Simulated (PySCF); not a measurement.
C$_{3}$H$_{7}$NO (SMILES CCC(N)=O)

```xyz
12

C    -1.1029    0.9394   -0.0763
C    -0.6915   -0.5239   -0.1952
C     0.7422   -0.7863    0.2332
N     1.6920   -0.1799   -0.5320
O     1.0256   -1.4728    1.1921
H    -0.9599    1.3051    0.9519
H    -0.5193    1.5928   -0.7440
H    -2.1642    1.0707   -0.3349
H    -1.3163   -1.1572    0.4486
H    -0.8252   -0.8744   -1.2333
H     2.6636   -0.3112   -0.2835
H     1.4645    0.3781   -1.3411
```

Geometry: PBE0-D3(BJ)/def2-SVP.

The calculation used B3LYP/pcSseg-2, SCF density, gas phase, non-relativistic in PySCF.

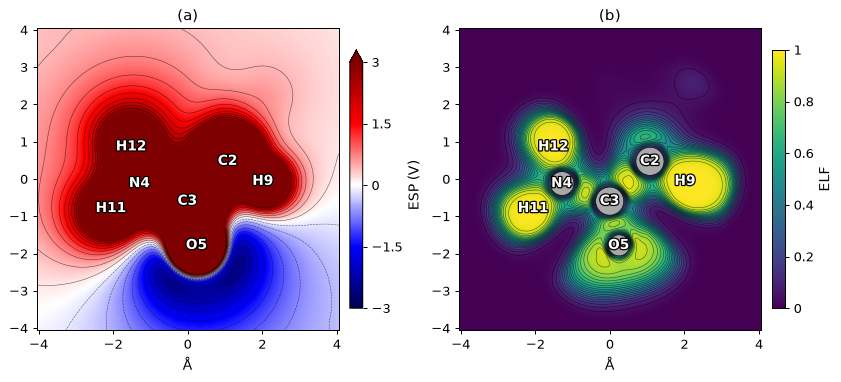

Figure 1. (a) molecular electrostatic potential; (b) ELF on the plane of atoms C2, C3 and N4. Grey discs cover the atomic cores in the ELF map.

**Describe what can be read from this map.**

- Atoms in the plane: C, N, O and H.
- C–O (1.21 Å): the ELF peaks at about 0.85 between the atoms; a short, multiple covalent bond.
- C–N (1.36 Å): the ELF peaks at about 0.90 between the atoms; localised, covalent bonding.
- C–C (1.52 Å): the ELF peaks at about 0.95 between the atoms; localised, covalent bonding.
- N–H (1.01 Å): the ELF climbs to about 1 towards the hydrogen, as it does in any bond to H; a covalent bond by its length.
- C–H (1.10 Å): the ELF climbs to about 1 towards the hydrogen: a covalent bond by its length.
- The ELF also peaks beside O5, away from the bonds: lone-pair regions.
- Outside the dense part of the molecule the potential is most negative (−2.5 V) near O5.

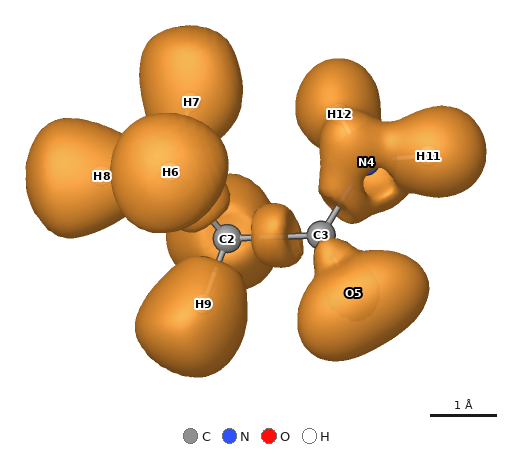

Figure 2. Isosurface of the ELF at 0.75 (orange), seen across its widest extent. Core shells and regions of very low density are left out.

**Where are the electrons localised?**

The surface consists of two regions between bonded C–C atoms (shared pairs), five regions around hydrogen nuclei, one region on O in which the atom's valence shell and bonds are merged and one joined region spread over several atoms (H, N), in which their bonds and any lone pairs are merged.

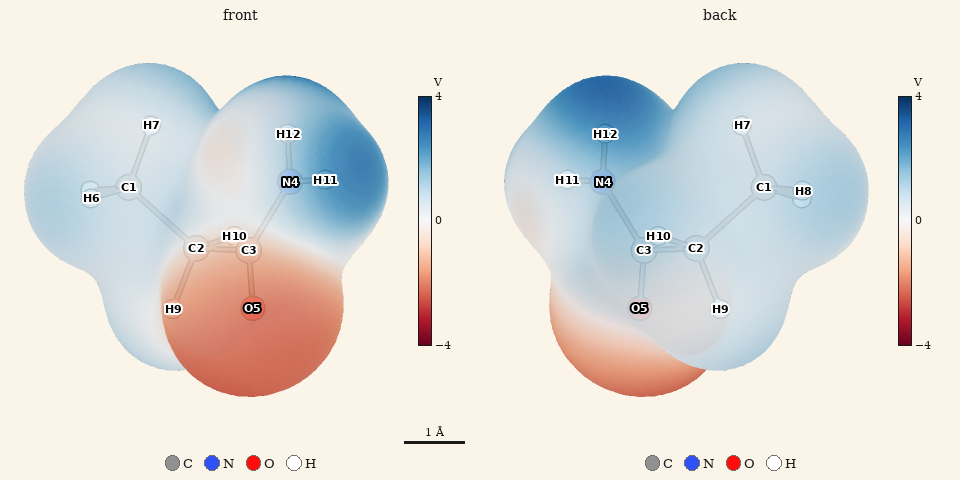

Figure 3. The molecular electrostatic potential painted on the density surface at 0.004 e/bohr³, seen from the front and from behind; red is negative and blue positive.

**Where is the surface potential most negative and most positive?**

The most negative region (about −2.3 V) lies over O5, the most positive (about +3.1 V) over H12. O5 is the likeliest acceptor of a hydrogen bond.
